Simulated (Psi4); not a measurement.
# One shape, several levels: singlet CH2F3Si+

We compute a comparison of 6 runs (HF/def2-SVP, B2PLYP/def2-SVP, CAM-B3LYP/def2-SVP, PBE/def2-SVP, MP2/def2-SVP, OMP2/def2-SVP) of singlet CH2F3Si+. 

The results are computed with Psi4 1.11.

2 further runs of the same task are left out: 2 set aside as unsound or not needed.

## Step 1: The structure to begin with

CH2F3Si+ has 7 atoms, charge +1, and is taken as a singlet. As SMILES of the parent species, `[CH2][Si](F)(F)F`. The coordinates come from a PBE0-D4/def2-TZVP relaxation. That shape belongs to the parent species and isn't relaxed for this state.

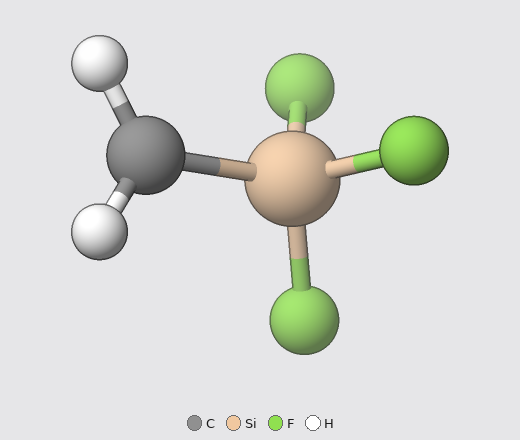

Viewed from a chosen angle; carbon grey, silicon light orange, fluorine green, hydrogen white.

## Step 2: Energy and forces at HF/def2-SVP (run 1)

calc.dat reads:

```
memory 2200 mb

molecule {
  1 1
  C     -0.691800     0.401700     0.763500
  Si     0.442900    -0.260900    -0.483500
  F      0.009400     0.178500    -1.934200
  F      0.495400    -1.838000    -0.481100
  F      1.916900     0.241300    -0.236600
  H     -1.731100     0.616200     0.542200
  H     -0.380400     0.593100     1.784100
  symmetry c1
  no_reorient
  no_com
}

set {
  basis         def2-SVP
  puream        true
  e_convergence 1e-09
  d_convergence 1e-08
  scf_type      pk
}

e, wfn = gradient("hf", return_wfn=True)
```

Command:

```bash
$ psi4 -i calc.dat -o calc.out -n 1
```

calc.out:

```text
[...]
  Running in c1 symmetry.
[...]
  Nuclear repulsion =  252.903389313826551
[...]
  Multiplicity = 1
[...]
  Nalpha       = 24
  Nbeta        = 24
[...]
    Number of basis functions: 84
[...]
   @RHF iter   1:  -625.56942437549242   -6.60215e-01   6.32980e-03 ADIIS/DIIS
[...]
   @RHF iter  12:  -625.70258773580883   -2.14868e-11   5.80349e-09 DIIS
[...]
    Orbital Energies [Eh]
    ---------------------
    Doubly Occupied:
       1A    -69.141259     2A    -26.513357     3A    -26.510037
       4A    -26.509710     5A    -11.691254     6A     -6.497423
       7A     -4.610515     8A     -4.610184     9A     -4.609921
      10A     -1.815192    11A     -1.783187    12A     -1.782561
      13A     -1.289143    14A     -1.035853    15A     -0.981041
      16A     -0.955845    17A     -0.944818    18A     -0.939602
      19A     -0.891112    20A     -0.891079    21A     -0.866354
      22A     -0.864372    23A     -0.859096    24A     -0.847628
[...]
  @RHF Final Energy:  -625.70258773580883
   => Energetics <=
    Nuclear Repulsion Energy =            252.9033893138265512
    One-Electron Energy =               -1362.3308635078526549
    Two-Electron Energy =                 483.7248864582173837
    Total Energy =                       -625.7025877358088337
[...]
 Multipole Moments:
 ------------------------------------------------------------------------------------
     Multipole            Electronic (a.u.)      Nuclear  (a.u.)        Total (a.u.)
 ------------------------------------------------------------------------------------
 L = 1.  Multiply by 2.5417464519 to convert [e a0] to [Debye]
 Dipole X            :        -42.6786497           41.0705517           -1.6080980
 Dipole Y            :         25.0993035          -24.1826363            0.9166673
 Dipole Z            :         46.6159608          -44.8409333            1.7750275
 Magnitude           :                                                    2.5645625
[...]
  -Total Gradient:
     Atom            X                  Y                   Z
    ------   -----------------  -----------------  -----------------
       1        0.031437844353    -0.013187773112    -0.035077589006
       2       -0.081809668242     0.046373704414     0.090055148893
       3        0.008625444426    -0.006104436591    -0.020673107995
       4        0.015557235225    -0.015889732212    -0.016574842632
       5        0.020007273391    -0.006078682392    -0.010977675592
       6        0.007042538051    -0.002627713798     0.000246431505
       7       -0.000860667202    -0.002485366312    -0.006998365172
[...]
```

Wall time 3.3 s (1 thread of Intel Xeon 6975P-C (Granite Rapids), shared host); peak memory 0.28 GiB.

## Step 3: The energy at B2PLYP/def2-SVP (density fitting for correlation) (run 2)

job.in reads:

```
memory 2.2 GB

molecule molecule1 {
  1 1
  C     -0.691800     0.401700     0.763500
  Si     0.442900    -0.260900    -0.483500
  F      0.009400     0.178500    -1.934200
  F      0.495400    -1.838000    -0.481100
  F      1.916900     0.241300    -0.236600
  H     -1.731100     0.616200     0.542200
  H     -0.380400     0.593100     1.784100
  symmetry c1
  no_reorient
  no_com
}

set globals {
  basis                def2-SVP
  reference            rks
  puream               true
  e_convergence        1e-09
  d_convergence        1e-08
  scf_type             pk
  dft_radial_points    99
  dft_spherical_points 590
  num_frozen_docc      9
}

E, wfn = energy('b2plyp', return_wfn=True)
```

Command:

```bash
$ psi4 -n 1 job.in job.out
```

job.out:

```text
[...]
  Running in c1 symmetry.
[...]
  Nuclear repulsion =  252.903389313826551
[...]
  Multiplicity = 1
[...]
  Nalpha       = 24
  Nbeta        = 24
[...]
    Number of basis functions: 84
[...]
   @RKS iter   1:  -626.97756974804008   -3.37769e-01   6.44925e-03 DIIS/ADIIS
[...]
   @RKS iter  12:  -627.08736579023650   -8.86757e-12   6.79755e-09 DIIS
[...]
    Orbital Energies [Eh]
    ---------------------
    Doubly Occupied:
       1A    -67.595662     2A    -25.584361     3A    -25.578448
       4A    -25.577836     5A    -11.079330     6A     -5.994953
       7A     -4.254238     8A     -4.253903     9A     -4.253373
      10A     -1.584039    11A     -1.553099    12A     -1.551034
      13A     -1.148355    14A     -0.908989    15A     -0.873710
      16A     -0.831943    17A     -0.814519    18A     -0.810003
      19A     -0.760342    20A     -0.759310    21A     -0.742466
      22A     -0.736475    23A     -0.733299    24A     -0.716572
[...]
  @RKS Final Energy:  -627.08736579023650
   => Energetics <=
    Nuclear Repulsion Energy =            252.9033893138265512
    One-Electron Energy =               -1362.6048653549055416
    Two-Electron Energy =                 510.4743493488120407
    DFT Exchange-Correlation Energy =     -27.8602390979696324
    Empirical Dispersion Energy =           0.0000000000000000
    VV10 Nonlocal Energy =                  0.0000000000000000
    Total Energy =                       -627.0873657902365039
[...]
 Multipole Moments:
 ------------------------------------------------------------------------------------
     Multipole            Electronic (a.u.)      Nuclear  (a.u.)        Total (a.u.)
 ------------------------------------------------------------------------------------
 L = 1.  Multiply by 2.5417464519 to convert [e a0] to [Debye]
 Dipole X            :        -42.5567485           41.0705517           -1.4861968
 Dipole Y            :         25.0132751          -24.1826363            0.8306388
 Dipole Z            :         46.4845279          -44.8409333            1.6435946
 Magnitude           :                                                    2.3664626
[...]
```

Wall time 7.8 s (1 thread of Intel Xeon 6975P-C (Granite Rapids), shared host); peak memory 1 GiB.

Runs 3 to 4 aren't shown in full; the table further down has their settings and results.

## Step 4: The energy at MP2/def2-SVP (run 5)

ch2f3si.py reads:

```python
import psi4

psi4.set_memory('2200 MB')
psi4.set_num_threads(1)
psi4.core.set_output_file('psi4.out', False)

geom = psi4.geometry("""
1 1
C     -0.691800     0.401700     0.763500
Si     0.442900    -0.260900    -0.483500
F      0.009400     0.178500    -1.934200
F      0.495400    -1.838000    -0.481100
F      1.916900     0.241300    -0.236600
H     -1.731100     0.616200     0.542200
H     -0.380400     0.593100     1.784100
symmetry c1
""")

psi4.set_options({
    'basis': 'def2-SVP',
    'reference': 'rhf',
    'puream': True,
    'e_convergence': 1e-09,
    'd_convergence': 1e-08,
    'scf_type': 'pk',
    'num_frozen_docc': 9,
    'mp2_type': 'conv',
})

e, wfn = psi4.energy("mp2", molecule=geom, return_wfn=True)
print(f'mp2 energy: {e:.10f} Eh')
for k, v in sorted(psi4.core.scalar_variables().items()):
    print(f'{k:45s} {v:18.10f}')
```

Command:

```bash
$ python ch2f3si.py
```

psi4.out:

```text
[...]
  Running in c1 symmetry.
[...]
  Nuclear repulsion =  252.903389313826551
[...]
  Multiplicity = 1
[...]
  Nalpha       = 24
  Nbeta        = 24
[...]
    Number of basis functions: 84
[...]
   @RHF iter   1:  -625.56942437549208   -6.60215e-01   6.32980e-03 ADIIS/DIIS
[...]
   @RHF iter  12:  -625.70258773580827   -2.08047e-11   5.80349e-09 DIIS
[...]
    Orbital Energies [Eh]
    ---------------------
    Doubly Occupied:
       1A    -69.141259     2A    -26.513357     3A    -26.510037
       4A    -26.509710     5A    -11.691254     6A     -6.497423
       7A     -4.610515     8A     -4.610184     9A     -4.609921
      10A     -1.815192    11A     -1.783187    12A     -1.782561
      13A     -1.289143    14A     -1.035853    15A     -0.981041
      16A     -0.955845    17A     -0.944818    18A     -0.939602
      19A     -0.891112    20A     -0.891079    21A     -0.866354
      22A     -0.864372    23A     -0.859096    24A     -0.847628
[...]
  @RHF Final Energy:  -625.70258773580827
   => Energetics <=
    Nuclear Repulsion Energy =            252.9033893138265512
    One-Electron Energy =               -1362.3308635078537918
    Two-Electron Energy =                 483.7248864582188617
    Total Energy =                       -625.7025877358082653
[...]
 Multipole Moments:
 ------------------------------------------------------------------------------------
     Multipole            Electronic (a.u.)      Nuclear  (a.u.)        Total (a.u.)
 ------------------------------------------------------------------------------------
 L = 1.  Multiply by 2.5417464519 to convert [e a0] to [Debye]
 Dipole X            :          1.2781758           -3.8020410           -2.5238652
 Dipole Y            :         -0.7448500            2.1999371            1.4550871
 Dipole Z            :         -1.4024810            4.1778927            2.7754117
 Magnitude           :                                                    4.0236904
[...]
	SCS-MP2 Total Energy (a.u.)        :  -626.42303882808790
	SOS-MP2 Total Energy (a.u.)        :  -626.41310067588950
	SCSN-MP2 Total Energy (a.u.)       :  -626.04363874277215
[...]
	SOS-PI-MP2 Total Energy (a.u.)     :  -626.46775551743417
[...]
	MP2 Total Energy (a.u.)            :  -626.44291513248481
[...]
```

The script printed:

```text
mp2 energy: -626.4429151325 Eh
CURRENT CORRELATION ENERGY                         -0.7403273967
CURRENT ENERGY                                   -626.4429151325
CURRENT REFERENCE ENERGY                         -625.7025877358
DD SOLVATION ENERGY                                 0.0000000000
HF KINETIC ENERGY                                 625.0604419630
HF POTENTIAL ENERGY                             -1250.7630296988
HF TOTAL ENERGY                                  -625.7025877358
HF VIRIAL RATIO                                     2.0010273339
MP2 CORRELATION ENERGY                             -0.7403273967
MP2 DOUBLES ENERGY                                 -0.7403273967
MP2 OPPOSITE-SPIN CORRELATION ENERGY               -0.5465484154
MP2 SAME-SPIN CORRELATION ENERGY                   -0.1937789812
MP2 SINGLES ENERGY                                  0.0000000000
MP2 TOTAL ENERGY                                 -626.4429151325
NUCLEAR REPULSION ENERGY                          252.9033893138
ONE-ELECTRON ENERGY                             -1362.3308635079
PCM POLARIZATION ENERGY                             0.0000000000
PE ENERGY                                           0.0000000000
SCF ITERATION ENERGY                             -625.7025877358
SCF ITERATIONS                                     12.0000000000
SCF TOTAL ENERGY                                 -625.7025877358
SCS(N)-MP2 CORRELATION ENERGY                      -0.3410510070
SCS(N)-MP2 TOTAL ENERGY                          -626.0436387428
SCS-MP2 CORRELATION ENERGY                         -0.7204510923
SCS-MP2 TOTAL ENERGY                             -626.4230388281
SCS-MP2-VDW CORRELATION ENERGY                     -0.7964714624
SCS-MP2-VDW TOTAL ENERGY                         -626.4990591982
SOS-MP2 CORRELATION ENERGY                         -0.7105129401
SOS-MP2 TOTAL ENERGY                             -626.4131006759
SOS-PI-MP2 CORRELATION ENERGY                      -0.7651677816
SOS-PI-MP2 TOTAL ENERGY                          -626.4677555174
TWO-ELECTRON ENERGY                               483.7248864582
```

Run time: 3 s. Hardware: 1 thread of Intel Xeon 6975P-C (Granite Rapids), shared host; peak memory 0.39 GiB.

## Step 5: The energy at OMP2/def2-SVP (density fitting for correlation) (run 6)

run_ase.py reads:

```python
import numpy as np
from ase.calculators.psi4 import Psi4
from ase import Atoms

mol = Atoms(['C', 'Si', 'F', 'F', 'F', 'H', 'H'], positions=[
    [-0.691800, 0.401700, 0.763500],
    [0.442900, -0.260900, -0.483500],
    [0.009400, 0.178500, -1.934200],
    [0.495400, -1.838000, -0.481100],
    [1.916900, 0.241300, -0.236600],
    [-1.731100, 0.616200, 0.542200],
    [-0.380400, 0.593100, 1.784100],
])
calc = Psi4(atoms=mol, method='omp2', basis='def2-SVP', memory='2200MB', num_threads=1, charge=1, multiplicity=1, label='calc')
calc.psi4.set_options({'puream': True, 'e_convergence': 1e-09, 'd_convergence': 1e-08, 'scf_type': 'pk', 'num_frozen_docc': 9})
mol.calc = calc

print(f'energy: {mol.get_potential_energy():.6f} eV')
```

Command:

```bash
$ python run_ase.py
```

calc.dat:

```text
[...]
  Running in c1 symmetry.
[...]
  Nuclear repulsion =  252.903389313826551
[...]
  Multiplicity = 1
[...]
  Nalpha       = 24
  Nbeta        = 24
[...]
    Number of basis functions: 84
[...]
   @RHF iter   1:  -625.56942437549174   -6.60215e-01   6.32980e-03 DIIS/ADIIS
[...]
   @RHF iter  12:  -625.70258773580827   -2.13731e-11   5.80349e-09 DIIS
[...]
    Orbital Energies [Eh]
    ---------------------
    Doubly Occupied:
       1A    -69.141259     2A    -26.513357     3A    -26.510037
       4A    -26.509710     5A    -11.691254     6A     -6.497423
       7A     -4.610515     8A     -4.610184     9A     -4.609921
      10A     -1.815192    11A     -1.783187    12A     -1.782561
      13A     -1.289143    14A     -1.035853    15A     -0.981041
      16A     -0.955845    17A     -0.944818    18A     -0.939602
      19A     -0.891112    20A     -0.891079    21A     -0.866354
      22A     -0.864372    23A     -0.859096    24A     -0.847628
[...]
  @RHF Final Energy:  -625.70258773580827
   => Energetics <=
    Nuclear Repulsion Energy =            252.9033893138265512
    One-Electron Energy =               -1362.3308635078519728
    Two-Electron Energy =                 483.7248864582170427
    Total Energy =                       -625.7025877358082653
[...]
 Multipole Moments:
 ------------------------------------------------------------------------------------
     Multipole            Electronic (a.u.)      Nuclear  (a.u.)        Total (a.u.)
 ------------------------------------------------------------------------------------
 L = 1.  Multiply by 2.5417464519 to convert [e a0] to [Debye]
 Dipole X            :          1.2781758           -3.8020410           -2.5238652
 Dipole Y            :         -0.7448500            2.1999371            1.4550871
 Dipole Z            :         -1.4024810            4.1778927            2.7754117
 Magnitude           :                                                    4.0236904
[...]
	Warning: cc_lambda option is changed to TRUE
	For this residual convergence, default PCG convergence is:     1.00e-07
[...]
	DF-MP2 Total Energy (a.u.)         :  -626.44289729320099
[...]
	DF-MP2 Total Energy (a.u.)         :  -626.45297720829251
[...]
	DF-OMP2 Total Energy (a.u.)        :  -626.45297720828910
[...]
```

Standard output:

```text
energy: -17046.653789 eV
```

Wall time 12 s (1 thread of Intel Xeon 6975P-C (Granite Rapids), shared host); peak memory 0.29 GiB.

## Step 6: Overview of the runs

| run | level | task | frozen core orbitals | energy (Eh) | HOMO energy (eV) | LUMO energy (eV) | HOMO–LUMO gap (eV) | wall time |
| --- | --- | --- | --- | --- | --- | --- | --- | --- |
| 1 | HF/def2-SVP | gradient | 0 | -625.702588 | -23.07 | -8.92 | 14.14 | 3.3 s |
| 2 | B2PLYP/def2-SVP (density fitting for correlation) | energy | 9 | -627.328806 | -19.50 | -11.82 | 7.68 | 7.8 s |
| 3 | CAM-B3LYP/def2-SVP | gradient | 0 | -627.625050 | -18.90 | -12.24 | 6.67 | 14 s |
| 4 | PBE/def2-SVP | energy | 0 | -627.223865 | -15.57 | -14.32 | 1.24 | 9.3 s |
| 5 | MP2/def2-SVP | energy | 9 | -626.442915 | -23.07 | -8.92 | 14.14 | 3 s |
| 6 | OMP2/def2-SVP (density fitting for correlation) | energy | 9 | -626.452977 | -23.07 | -8.92 | 14.14 | 12 s |

## Step 7: Outcome

| quantity | value |
| --- | --- |
| run 6: total energy | -626.45298 Eh |
| run 6: HOMO energy (Hartree–Fock orbitals) | -23.07 eV |
| run 6: LUMO energy (Hartree–Fock orbitals) | -8.92 eV |
| run 6: HOMO–LUMO gap (Hartree–Fock orbitals) | 14.14 eV |
| run 6: correlation energy (9 core orbitals frozen) | -750.4 mEh |

In words: Below the HF energy at the same shape and in the same basis (def2-SVP): MP2 -740.3 mEh; OMP2 -750.4 mEh. Over runs 1, 2, 3, 4 the HOMO–LUMO gap runs from 1.24 eV (PBE/def2-SVP) to 14.14 eV (HF/def2-SVP). Exact exchange widens orbital gaps. Totals of different functionals can't be ranked against each other. All runs together took 49 s, the longest 14 s.
